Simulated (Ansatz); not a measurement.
B₂H₇NSi

Input file:

```
crystal:
  periodic: [false, false, false]
  atoms:
    - { symbol: B, position_ang: [-1.1189, 1.6086, -0.1672] }
    - { symbol: B, position_ang: [0.3679, 1.0246, -0.1839] }
    - { symbol: "N", position_ang: [0.7292, -0.0757, 0.7786] }
    - { symbol: Si, position_ang: [0.2802, -1.6309, 0.1109] }
    - { symbol: H, position_ang: [-1.4328, 2.5595, -0.8962] }
    - { symbol: H, position_ang: [-1.996, 1.197, 0.5165] }
    - { symbol: H, position_ang: [1.2308, 1.5717, -0.8202] }
    - { symbol: H, position_ang: [1.8442, -0.103, 0.7985] }
    - { symbol: H, position_ang: [-0.03553, -0.20247, 1.47194] }
    - { symbol: H, position_ang: [0.7963, -1.8443, -1.1952] }
    - { symbol: H, position_ang: [0.622, -2.7339, 1.0224] }
basis:
  gaussian: { orbitals: def2-SVP }
hamiltonian:
  xc: hf
relax:
  f_tol: 0.02
  max_steps: 50
output:
  orbitals: {}
```

Run with:

```sh
ansatz run input.yaml --threads 2 --pin off --max-ram 3072MiB --backend cpu --events-out ev --progress --plain --runs-dir out
```

The fields are those of the relaxed geometry.

All numbers below come from Ansatz, RHF/def2-SVP.

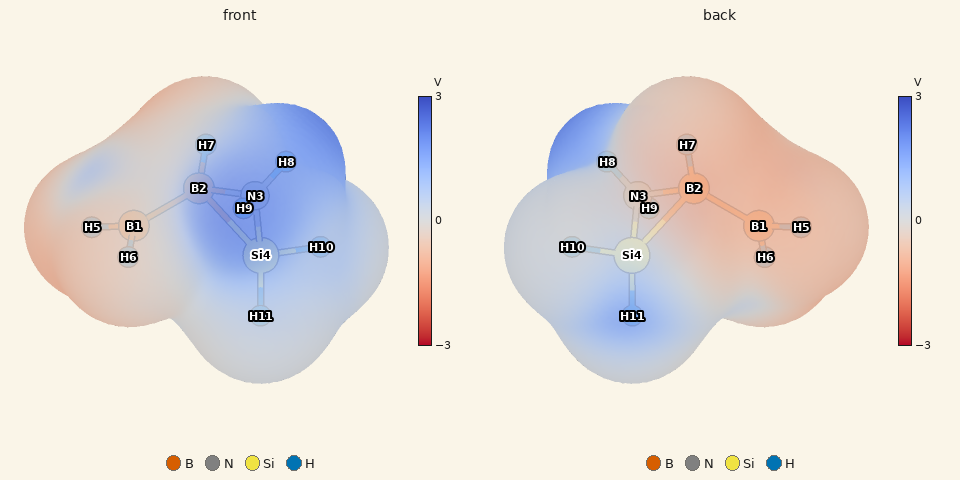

Figure 1. The molecular electrostatic potential painted on the density surface at 0.001 e/bohr³, seen from the front and from behind; red is negative and blue positive.

Question: Describe the electrostatic potential map.

Answer: The most negative region (about −1.0 V) lies over H5, the most positive (about +2.0 V) over H8.

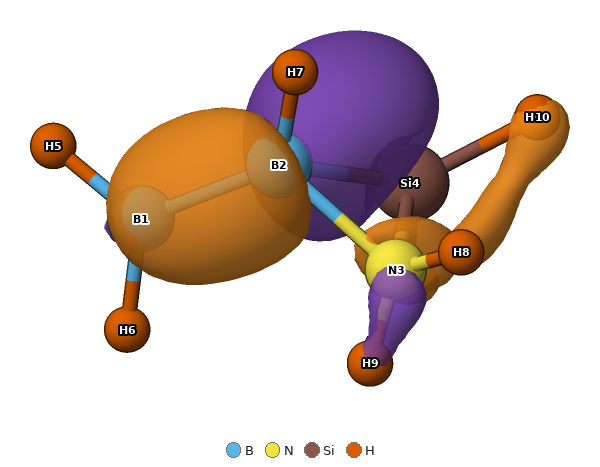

Figure 2. The HOMO at ±0.15 Å⁻³ᐟ² (orange and purple are the two phases), seen from one side.

Question: What is the character of this orbital?

Answer: Its weight (Hirshfeld) is mainly on Si4 (about 40 %), B2 (about 30 %), B1 (about 15 %) and N3 (about 5 %). Its energy is −8.79 eV.

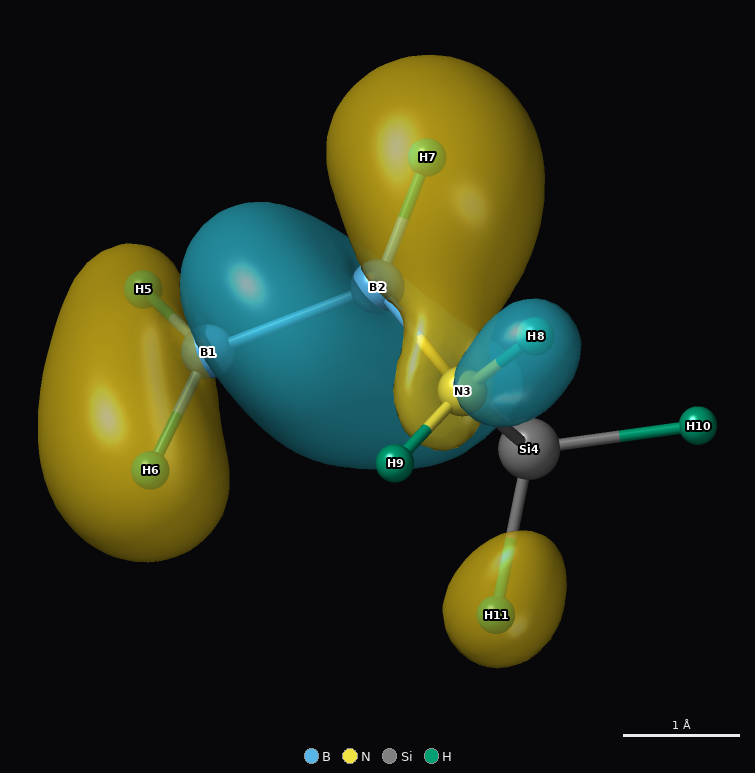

Figure 3. The HOMO−1 at ±0.1 Å⁻³ᐟ² (yellow and cyan are the two phases), seen at a tilt.

Question: Describe this orbital and give its energy.

Answer: By Hirshfeld shares it lies mainly on B2 (about 30 %), B1 (about 30 %), H7 (about 15 %) and H6 (about 10 %). Its energy is −11.38 eV.
